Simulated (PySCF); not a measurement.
# V¹¹⁺, V¹²⁺: ionisation energies in even-tempered 19s11p5d4f, part 2 of 2

Wanted: the ionisation energy of vanadium, up a ladder of methods.

PySCF 2.14.0; even-tempered 19s11p5d4f, scalar relativity by spin-free X2C-1e. The scripts are equivalent inputs of a driver's runs. Earlier steps stand in the parts before.

**3. V¹²⁺: the ladder of methods**

**UHF**

File input.py:

```python
from pyscf import gto, scf, dft, mp, cc
mol = gto.M(atom="V 0 0 0", charge=12, spin=1, symmetry="D2h",
            basis=gto.etbs([(0, 19, 0.69, 2.5), (1, 11, 0.9, 2.5), (2, 5, 3.8, 2.7), (3, 4, 5.8, 2.7)]),
            nucmod="G")
mf = scf.UHF(mol).sfx2c1e()
mf.irrep_nelec = {'Ag': (3, 2), 'B1u': (1, 1), 'B2u': (1, 1), 'B3u': (1, 1)}
mf.kernel()
```

Log:

```text
damping factor = 0
level_shift factor = 0
DIIS = <class 'pyscf.scf.diis.CDIIS'>
diis_start_cycle = 1
diis_space = 10
diis_damp = 0
SCF conv_tol = 1e-09
SCF conv_tol_grad = None
number electrons alpha = 6  beta = 5
cycle= 1 E= -889.446428445327  delta_E= 2.27e-13  |g|= 1.2e-07  |ddm|= 5.99e-07
converged SCF energy = -889.446428445327  <S^2> = 0.75000945  2S+1 = 2.0000095
```

CPU time 1.3 s on a shared host, the integrals not counted.

Orbital energies by shell (radii are means over both spins):

| shell | electrons | mean orbital energy (eV) | spread (eV) | rms radius (bohr) |
| --- | --- | --- | --- | --- |
| 1s α | 1 | -5855.5 | 0 | 0.0767 |
| 1s β | 1 | -5853.4 | 0 | 0.0767 |
| 2s α | 1 | -972.50 | 0 | 0.328 |
| 2s β | 1 | -969.41 | 0 | 0.328 |
| 2p α | 3 | -862.24 | 0 | 0.298 |
| 2p β | 3 | -860.96 | 0 | 0.298 |
| 3s α | 1 | -335.77 | 0 | 0.852 |

⟨S²⟩ = 0.750, ⟨L²⟩ = 0.00.

**LDA**

Changes to input.py:

```diff
@@ -4,3 +4,3 @@
             nucmod="G")
-mf = scf.UHF(mol).sfx2c1e()
+mf = dft.UKS(mol, xc="LDA,VWN").sfx2c1e()
 mf.irrep_nelec = {'Ag': (3, 2), 'B1u': (1, 1), 'B2u': (1, 1), 'B3u': (1, 1)}
```

Log:

```text
damping factor = 0
level_shift factor = 0
DIIS = <class 'pyscf.scf.diis.CDIIS'>
diis_start_cycle = 1
diis_space = 10
diis_damp = 0
SCF conv_tol = 1e-09
SCF conv_tol_grad = None
number electrons alpha = 6  beta = 5
XC functionals = LDA,VWN
    P. A. M. Dirac.,  Math. Proc. Cambridge Philos. Soc. 26, 376 (1930)
    F. Bloch.,  Z. Phys. 57, 545 (1929)
    S. H. Vosko, L. Wilk, and M. Nusair.,  Can. J. Phys. 58, 1200 (1980)
cycle= 1 E= -887.621215311357  delta_E= -0.012  |g|= 0.0469  |ddm|= 0.0495
cycle= 2 E= -887.621252168569  delta_E= -3.69e-05  |g|= 0.00977  |ddm|= 0.00504
cycle= 3 E= -887.621254216521  delta_E= -2.05e-06  |g|= 0.000296  |ddm|= 0.000705
cycle= 4 E= -887.621254218396  delta_E= -1.88e-09  |g|= 4.81e-07  |ddm|= 1.84e-05
cycle= 5 E= -887.621254218396  delta_E= -2.27e-13  |g|= 8.84e-09  |ddm|= 5.71e-08
converged SCF energy = -887.621254218396  <S^2> = 0.75000865  2S+1 = 2.0000086
```

It used 0.44 s of CPU time after the integrals (shared host).

**PBE**

Changes to input.py:

```diff
@@ -4,3 +4,3 @@
             nucmod="G")
-mf = dft.UKS(mol, xc="LDA,VWN").sfx2c1e()
+mf = dft.UKS(mol, xc="PBE").sfx2c1e()
 mf.irrep_nelec = {'Ag': (3, 2), 'B1u': (1, 1), 'B2u': (1, 1), 'B3u': (1, 1)}
```

Log:

```text
damping factor = 0
level_shift factor = 0
DIIS = <class 'pyscf.scf.diis.CDIIS'>
diis_start_cycle = 1
diis_space = 10
diis_damp = 0
SCF conv_tol = 1e-09
SCF conv_tol_grad = None
number electrons alpha = 6  beta = 5
XC functionals = PBE
    J. P. Perdew, K. Burke, and M. Ernzerhof.,  Phys. Rev. Lett. 77, 3865 (1996)
    J. P. Perdew, K. Burke, and M. Ernzerhof.,  Phys. Rev. Lett. 78, 1396 (1997)
    J. P. Perdew, K. Burke, and M. Ernzerhof.,  Phys. Rev. Lett. 77, 3865 (1996)
    J. P. Perdew, K. Burke, and M. Ernzerhof.,  Phys. Rev. Lett. 78, 1396 (1997)
cycle= 1 E= -889.645049436885  delta_E= -0.0067  |g|= 0.0138  |ddm|= 0.0392
cycle= 2 E= -889.645054117268  delta_E= -4.68e-06  |g|= 0.0031  |ddm|= 0.00308
cycle= 3 E= -889.645054339651  delta_E= -2.22e-07  |g|= 0.000107  |ddm|= 0.000227
cycle= 4 E= -889.645054339831  delta_E= -1.8e-10  |g|= 2.41e-06  |ddm|= 8.66e-06
converged SCF energy = -889.645054339831  <S^2> = 0.75000534  2S+1 = 2.0000053
```

CPU time 0.5 s on a shared host, the integrals not counted.

**PBE0**

Changes to input.py:

```diff
@@ -4,3 +4,3 @@
             nucmod="G")
-mf = dft.UKS(mol, xc="PBE").sfx2c1e()
+mf = dft.UKS(mol, xc="PBE0").sfx2c1e()
 mf.irrep_nelec = {'Ag': (3, 2), 'B1u': (1, 1), 'B2u': (1, 1), 'B3u': (1, 1)}
```

Log:

```text
damping factor = 0
level_shift factor = 0
DIIS = <class 'pyscf.scf.diis.CDIIS'>
diis_start_cycle = 1
diis_space = 10
diis_damp = 0
SCF conv_tol = 1e-09
SCF conv_tol_grad = None
number electrons alpha = 6  beta = 5
XC functionals = PBE0
    C. Adamo and V. Barone.,  J. Chem. Phys. 110, 6158 (1999)
    M. Ernzerhof and G. E. Scuseria.,  J. Chem. Phys. 110, 5029 (1999)
cycle= 1 E= -889.702823269732  delta_E= -0.00362  |g|= 0.0101  |ddm|= 0.029
cycle= 2 E= -889.702825483183  delta_E= -2.21e-06  |g|= 0.00148  |ddm|= 0.00232
cycle= 3 E= -889.702825531044  delta_E= -4.79e-08  |g|= 0.000138  |ddm|= 8.04e-05
cycle= 4 E= -889.702825531428  delta_E= -3.84e-10  |g|= 1.53e-06  |ddm|= 1.44e-05
converged SCF energy = -889.702825531428  <S^2> = 0.75000417  2S+1 = 2.0000042
```

It used 1.1 s of CPU time after the integrals (shared host).

**r2SCAN**

Changes to input.py:

```diff
@@ -4,3 +4,3 @@
             nucmod="G")
-mf = dft.UKS(mol, xc="PBE0").sfx2c1e()
+mf = dft.UKS(mol, xc="R2SCAN").sfx2c1e()
 mf.irrep_nelec = {'Ag': (3, 2), 'B1u': (1, 1), 'B2u': (1, 1), 'B3u': (1, 1)}
```

Log:

```text
damping factor = 0
level_shift factor = 0
DIIS = <class 'pyscf.scf.diis.CDIIS'>
diis_start_cycle = 1
diis_space = 10
diis_damp = 0
SCF conv_tol = 1e-09
SCF conv_tol_grad = None
number electrons alpha = 6  beta = 5
XC functionals = R2SCAN
    J. W. Furness, A. D. Kaplan, J. Ning, J. P. Perdew, and J. Sun.,  J. Phys. Chem. Lett. 11, 8208-8215 (2020)
    J. W. Furness, A. D. Kaplan, J. Ning, J. P. Perdew, and J. Sun.,  J. Phys. Chem. Lett. 11, 9248-9248 (2020)
    J. W. Furness, A. D. Kaplan, J. Ning, J. P. Perdew, and J. Sun.,  J. Phys. Chem. Lett. 11, 8208-8215 (2020)
    J. W. Furness, A. D. Kaplan, J. Ning, J. P. Perdew, and J. Sun.,  J. Phys. Chem. Lett. 11, 9248-9248 (2020)
cycle= 1 E= -889.883136735218  delta_E= -0.00361  |g|= 0.00833  |ddm|= 0.0613
cycle= 2 E= -889.883137381315  delta_E= -6.46e-07  |g|= 0.000194  |ddm|= 0.00243
cycle= 3 E= -889.883137383029  delta_E= -1.71e-09  |g|= 1.79e-05  |ddm|= 0.000148
cycle= 4 E= -889.88313738304  delta_E= -1.02e-11  |g|= 3.4e-06  |ddm|= 7.57e-06
converged SCF energy = -889.88313738304  <S^2> = 0.7500199  2S+1 = 2.0000199
```

It used 1 s of CPU time after the integrals (shared host).

**r2SCANh**

Changes to input.py:

```diff
@@ -4,3 +4,3 @@
             nucmod="G")
-mf = dft.UKS(mol, xc="R2SCAN").sfx2c1e()
+mf = dft.UKS(mol, xc="HYB_MGGA_XC_R2SCANH").sfx2c1e()
 mf.irrep_nelec = {'Ag': (3, 2), 'B1u': (1, 1), 'B2u': (1, 1), 'B3u': (1, 1)}
```

Log:

```text
damping factor = 0
level_shift factor = 0
DIIS = <class 'pyscf.scf.diis.CDIIS'>
diis_start_cycle = 1
diis_space = 10
diis_damp = 0
SCF conv_tol = 1e-09
SCF conv_tol_grad = None
number electrons alpha = 6  beta = 5
XC functionals = HYB_MGGA_XC_R2SCANH
    M. Bursch, H. Neugebauer, S. Ehlert, and S. Grimme.,  J. Chem. Phys. 156, 134105 (2022)
cycle= 1 E= -889.883316577204  delta_E= -0.00293  |g|= 0.00781  |ddm|= 0.055
cycle= 2 E= -889.883317243351  delta_E= -6.66e-07  |g|= 0.000195  |ddm|= 0.00228
cycle= 3 E= -889.883317245118  delta_E= -1.77e-09  |g|= 9.58e-06  |ddm|= 0.000142
cycle= 4 E= -889.883317245124  delta_E= -5.91e-12  |g|= 8.65e-07  |ddm|= 7.82e-06
converged SCF energy = -889.883317245124  <S^2> = 0.75001784  2S+1 = 2.0000178
```

It used 1.6 s of CPU time after the integrals (shared host).

**PW91**

Changes to input.py:

```diff
@@ -4,3 +4,3 @@
             nucmod="G")
-mf = dft.UKS(mol, xc="HYB_MGGA_XC_R2SCANH").sfx2c1e()
+mf = dft.UKS(mol, xc="PW91,PW91").sfx2c1e()
 mf.irrep_nelec = {'Ag': (3, 2), 'B1u': (1, 1), 'B2u': (1, 1), 'B3u': (1, 1)}
```

Log:

```text
damping factor = 0
level_shift factor = 0
DIIS = <class 'pyscf.scf.diis.CDIIS'>
diis_start_cycle = 1
diis_space = 10
diis_damp = 0
SCF conv_tol = 1e-09
SCF conv_tol_grad = None
number electrons alpha = 6  beta = 5
XC functionals = PW91,PW91
    J. P. Perdew. In P. Ziesche and H. Eschrig, editors, Proceedings of the 75. WE-Heraeus-Seminar and 21st Annual International Symposium on Electronic Structure of Solids, 11. Berlin, 1991. Akademie Verlag.
    J. P. Perdew, J. A. Chevary, S. H. Vosko, K. A. Jackson, M. R. Pederson, D. J. Singh, and C. Fiolhais.,  Phys. Rev. B 46, 6671 (1992)
    J. P. Perdew, J. A. Chevary, S. H. Vosko, K. A. Jackson, M. R. Pederson, D. J. Singh, and C. Fiolhais.,  Phys. Rev. B 48, 4978 (1993)
    J. P. Perdew. In P. Ziesche and H. Eschrig, editors, Proceedings of the 75. WE-Heraeus-Seminar and 21st Annual International Symposium on Electronic Structure of Solids, 11. Berlin, 1991. Akademie Verlag.
    J. P. Perdew, J. A. Chevary, S. H. Vosko, K. A. Jackson, M. R. Pederson, D. J. Singh, and C. Fiolhais.,  Phys. Rev. B 46, 6671 (1992)
    J. P. Perdew, J. A. Chevary, S. H. Vosko, K. A. Jackson, M. R. Pederson, D. J. Singh, and C. Fiolhais.,  Phys. Rev. B 48, 4978 (1993)
cycle= 1 E= -889.864739544657  delta_E= -0.00727  |g|= 0.00976  |ddm|= 0.0416
cycle= 2 E= -889.864741599088  delta_E= -2.05e-06  |g|= 0.00163  |ddm|= 0.00284
cycle= 3 E= -889.864741663952  delta_E= -6.49e-08  |g|= 0.000217  |ddm|= 0.000135
cycle= 4 E= -889.864741664903  delta_E= -9.52e-10  |g|= 2.06e-06  |ddm|= 1.53e-05
converged SCF energy = -889.864741664903  <S^2> = 0.7500051  2S+1 = 2.0000051
```

CPU time 0.51 s on a shared host, the integrals not counted.

**MP2 (outer shells)**

Changes to input.py:

```diff
@@ -4,4 +4,5 @@
             nucmod="G")
-mf = dft.UKS(mol, xc="PW91,PW91").sfx2c1e()
+mf = scf.UHF(mol).sfx2c1e()
 mf.irrep_nelec = {'Ag': (3, 2), 'B1u': (1, 1), 'B2u': (1, 1), 'B3u': (1, 1)}
 mf.kernel()
+mp.UMP2(mf, frozen=1).kernel()
```

No log was kept for this step.

CPU time 0.73 s on a shared host, the integrals not counted.

With 9 electrons correlated, the MP2 correlation energy is -0.30931 hartree (-0.08275 same spin, -0.22656 opposite spin); the SCS form gives -0.29946. Largest pairs of shells: 2p-2p -0.2080, 2s-2p -0.0636, 2p-3s -0.0235, 2s-2s -0.0106, 2s-3s -0.0036.

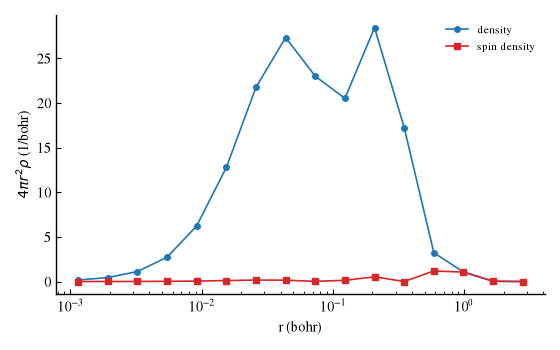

Radial density 4πr²ρ of V¹²⁺ at UHF, at 16 stored radii joined by straight lines.

**4. Orbital energies side by side**

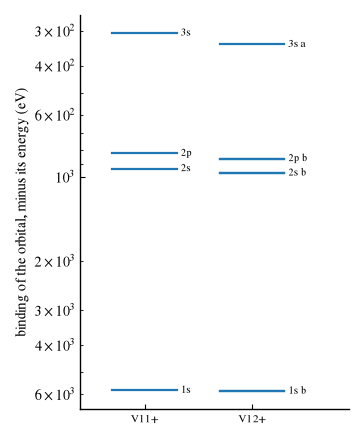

Hartree-Fock orbital energies of the states on a logarithmic scale (a, b: spin up and down; * marks an excited configuration).

**5. Differences of total energies**

Ionisation energy: V¹¹⁺ [Ne] 3s2 (1S) → V¹²⁺ [Ne] 3s1 (2S).

| method | value (eV) | less the reference (eV) | CPU time, both states (s) |
| --- | --- | --- | --- |
| UHF | 305.55 | -2.95 | 5.9 |
| LDA | 308.13 | -0.37 | 0.89 |
| PBE | 308.24 | -0.26 | 1 |
| PBE0 | 307.83 | -0.67 | 2.2 |
| r2SCAN | 306.45 | -2.05 | 2.1 |
| r2SCANh | 306.49 | -2.01 | 3.3 |
| PW91 | 308.42 | -0.08 | 1 |
| MP2 (outer shells) | 307.62 | -0.88 | 7.4 |
| SCS-MP2 (outer shells) | 307.83 | -0.67 | 7.4 |

Reference: 308.5 ± 0.3 eV (semi-empirical (NIST evaluation); NIST Atomic Spectra Database, ionization energies).

Ionisation energy: V¹²⁺ [Ne] 3s1 (2S) → V¹³⁺ [Ne] (1S).

| method | value (eV) | less the reference (eV) |
| --- | --- | --- |
| UHF | 335.71 | -0.56 |
| LDA | 337.30 | +1.03 |
| PBE | 337.80 | +1.52 |
| PBE0 | 337.37 | +1.10 |
| r2SCAN | 335.97 | -0.30 |
| r2SCANh | 336.02 | -0.25 |
| PW91 | 337.95 | +1.68 |
| MP2 (outer shells) | 336.28 | +0.00 |
| SCS-MP2 (outer shells) | 336.17 | -0.10 |

Reference: 336.27 eV (semi-empirical (NIST evaluation); NIST Atomic Spectra Database, ionization energies).

The differences also use runs on V¹³⁺ [Ne] (1S), which are not shown here. Times are CPU seconds on a shared host without the integrals; correlated rows include their Hartree-Fock run, whose time holds the symmetry-adapted start and any spin-orbit constants, while functionals begin from orbitals already made.

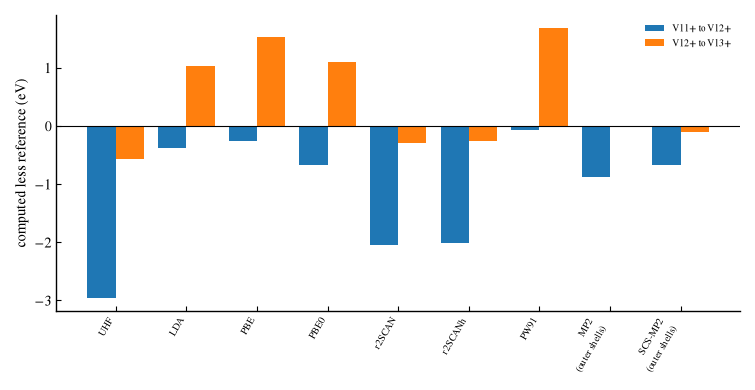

Computed less reference values by method, where the reference is not like for like or is itself uncertain.

**6. Summary of results**

This closing draws on all 2 parts.

```
               quantity                                                            value
ionisation energy, V¹¹⁺  UHF 305.55, MP2 (outer shells) 307.62 eV; reference 308.5 ± 0.3
ionisation energy, V¹²⁺       UHF 335.71, MP2 (outer shells) 336.28 eV; reference 336.27
```

In words: For the first difference the methods span 2.877 eV, from UHF (305.55) to PW91 (308.42). The reference is uncertain or not like for like (spin-orbit coupling or other relativistic terms), so no ranking of close methods is drawn. All values hold for this basis alone; no basis-set limit was taken.
